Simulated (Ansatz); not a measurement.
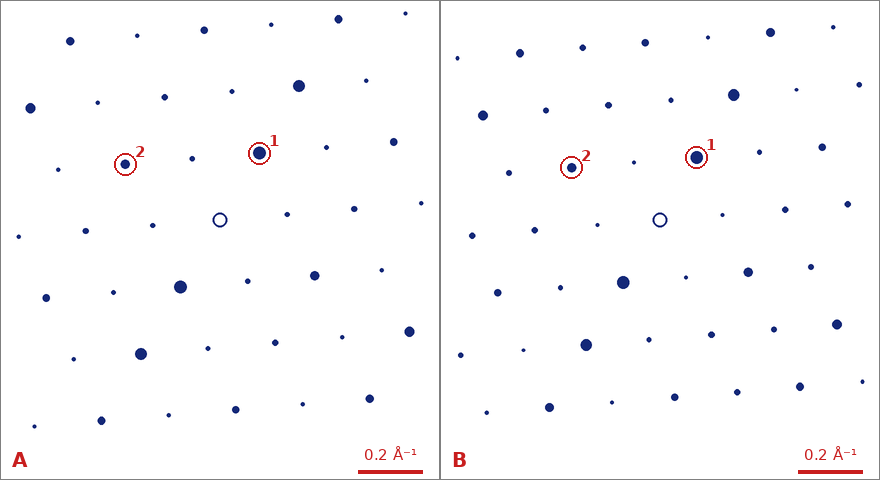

Kinematic electron diffraction patterns (200 kV, B = 0.5 Å², same scale) along [1-10] of the run's own cell, for the start and the end of one relaxation of RuPbF6 with Ansatz 0.2.0, DFT, PAW plane waves, pbe. k mesh 7×7×7. The start is a generated model structure, and the relaxation ends in the nearest stationary point of its symmetry, not necessarily the ground state. Spot 1 is -1 -1 0 and spot 2 is -1 -1 -2 in both.

Start structure:

```yaml
crystal:
  lattice:
    - [0.00000, 4.10831, 4.10831]
    - [4.10831, 0.00000, 4.10831]
    - [4.10831, 4.10831, 0.00000]
  atoms:
    - { symbol: F, position: [0.75000, 0.25000, 0.25000] }
    - { symbol: F, position: [0.25000, 0.75000, 0.25000] }
    - { symbol: F, position: [0.25000, 0.75000, 0.75000] }
    - { symbol: F, position: [0.75000, 0.25000, 0.75000] }
    - { symbol: F, position: [0.25000, 0.25000, 0.75000] }
    - { symbol: F, position: [0.75000, 0.75000, 0.25000] }
    - { symbol: Ru, position: [0.50000, 0.50000, 0.50000] }
    - { symbol: Pb, position: [0.00000, 0.00000, 0.00000] }
```

Which pattern belongs to the start structure, and which to the relaxed one?

A is the start: its cell gives d(1) = 4.108 Å, d(2) = 2.905 Å and an angle of 90.0°. B is the relaxed structure, with d(1) = 4.400 Å (+7.1 %), d(2) = 3.111 Å (+7.1 %) and 90.0°.

What did the relaxation do to the structure and the energy?

The volume changed by +22.9 % to 21.30 Å³ an atom; with the mean shift removed, the atoms moved by up to 0.26 Å relative to the cell (F most); the space group stayed Fm-3m (No. 225); the free energy fell by 410 meV an atom. Relaxed cell: a = 6.223 Å, b = 6.223 Å, c = 6.223 Å, α = 60.00°, β = 60.00°, γ = 60.00°.
